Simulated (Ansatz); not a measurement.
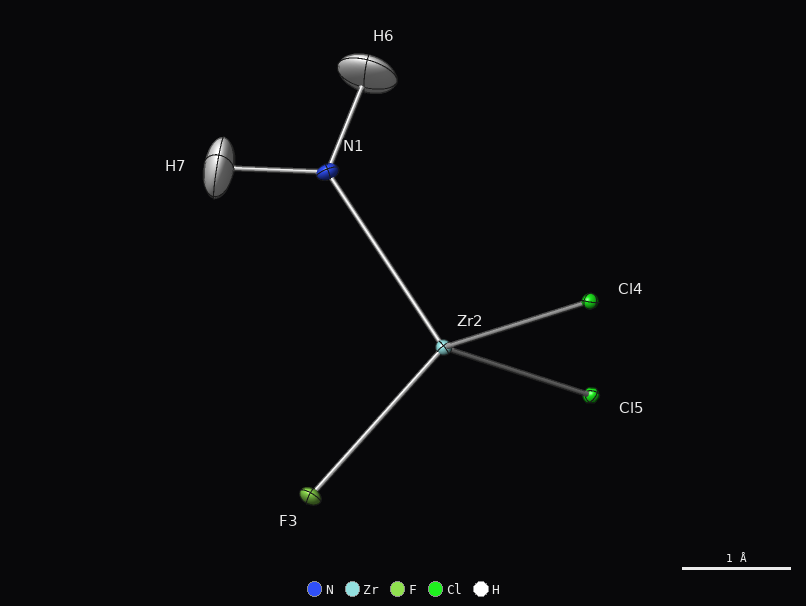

Displacement ellipsoids at the 50 % level, from the internal vibrations of the free molecule (harmonic, no overall translation or rotation; no half-axis is drawn under 0.075 Å). The species is neutral and a spin singlet. Vibrations computed with RKS PBE0-D4/def2-TZVP, core potentials on Zr (Ansatz 0.2.0). Temperature: 100 K.

> Which atom moves most?

H6, with U_eq = 0.0576 Å².

> Does H6 move more along its bond or across it?

Across it: the root-mean-square amplitude is 0.088 Å along the bond and up to 0.362 Å across, since bending and torsion are softer than stretching.

Give the displacement parameters, one line for each set of equivalent atoms.

| atom | U_eq (Å²) | rms amplitudes (Å) |
| --- | --- | --- |
| N1 | 0.0046 | 0.045, 0.070, 0.083 |
| Zr2 | 0.00059 | 0.021, 0.025, 0.026 |
| F3 | 0.0052 | 0.042, 0.070, 0.096 |
| Cl4, Cl5 | 0.0021 | 0.035, 0.042, 0.057 |
| H6 | 0.0576 | 0.085, 0.184, 0.362 |
| H7 | 0.0505 | 0.091, 0.179, 0.333 |
